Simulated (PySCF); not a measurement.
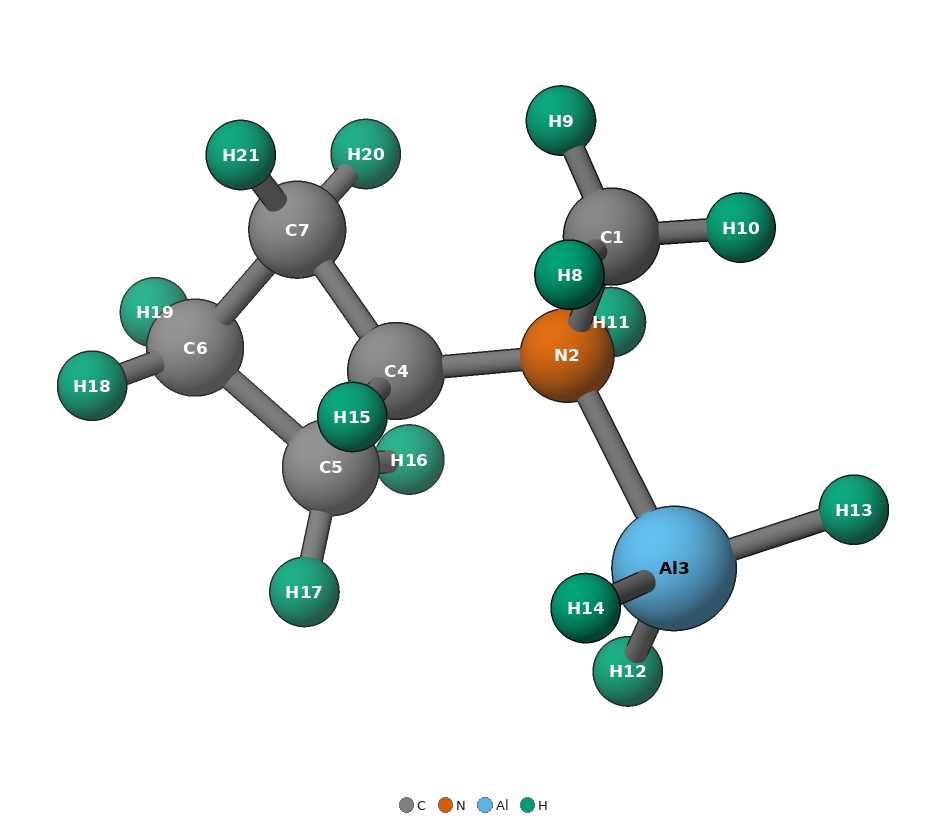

The computed structure is the end point of a PBE0-D3(BJ)/def2-SVP optimisation. No frequency run is at hand to confirm it as a minimum. Level of theory: delta-SCF UKS SCAN, pcX-2 on the ionised atom, pcseg-1 elsewhere, spin-free X2C (PySCF 2.14.0).

Give the core-electron binding energies (to vacuum; p and d levels without spin–orbit splitting) of C1 1s, N2 1s, Al3 1s, Al3 2p, C4 1s, C5 1s, C6 1s, C7 1s.

```json
{"atom": "C1", "level": "1s", "binding energy (eV)": "292.2"}
{"atom": "N2", "level": "1s", "binding energy (eV)": "406.5"}
{"atom": "Al3", "level": "1s", "binding energy (eV)": "1565.1"}
{"atom": "Al3", "level": "2p", "binding energy (eV)": "78.8"}
{"atom": "C4", "level": "1s", "binding energy (eV)": "291.9"}
{"atom": "C5", "level": "1s", "binding energy (eV)": "290.9"}
{"atom": "C6", "level": "1s", "binding energy (eV)": "291.0"}
{"atom": "C7", "level": "1s", "binding energy (eV)": "291.0"}
```
